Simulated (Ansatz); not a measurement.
The calculation's input:

```
crystal:
  periodic: [false, false, false]
  atoms:
    - { symbol: Al, position_ang: [0.009291, -0.194729, 0.152781] }
    - { symbol: "N", position_ang: [0.015928, -0.137133, 2.03292] }
    - { symbol: H, position_ang: [-0.797115, -0.406811, 2.594132] }
    - { symbol: H, position_ang: [0.869451, -0.220916, 2.593321] }
    - { symbol: H, position_ang: [1.446262, -0.118679, -0.529588] }
    - { symbol: H, position_ang: [-1.396236, -0.421708, -0.561396] }
    - { symbol: F, position_ang: [-0.316454, 2.58725, 0.82209] }
    - { symbol: H, position_ang: [-0.248127, 2.049226, 1.58794] }
basis:
  gaussian: { orbitals: def2-SVP }
hamiltonian:
  xc: pbe
relax:
  f_tol: 0.03
  max_steps: 50
output:
  orbitals: {}
```

Command:

```sh
ansatz run input.yaml --threads 1 --pin off --max-ram 2048MiB --backend cpu --events-out ev --progress --plain --runs-dir out
```

The fields are those of the run's last geometry, not of the input's.

Theory: Ansatz 0.2.0, RKS PBE/def2-SVP.

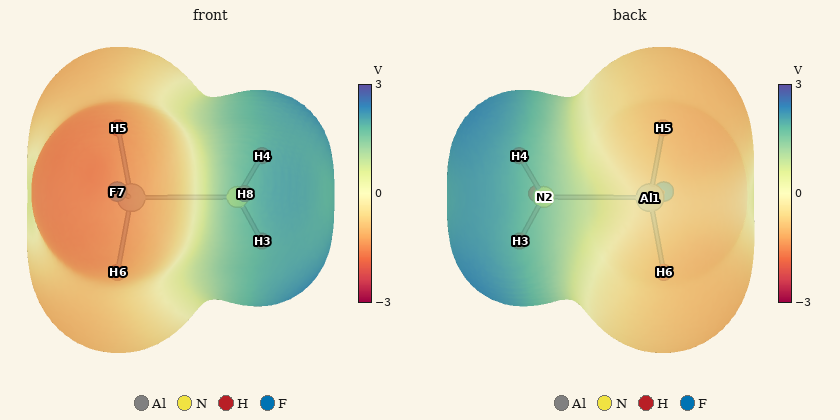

AlFH5N. The electrostatic potential painted on the density surface at 0.001 e/bohr³, seen from the front and from behind; the colour scale runs from red (negative) to blue (positive).

Which sites attract a positive test charge, and which a negative one?

Answer. A positive charge is drawn to the negative regions and a negative charge to the positive ones. The most negative region (about −1.7 V) lies over F7, the most positive (about +2.3 V) over H3 and H4.
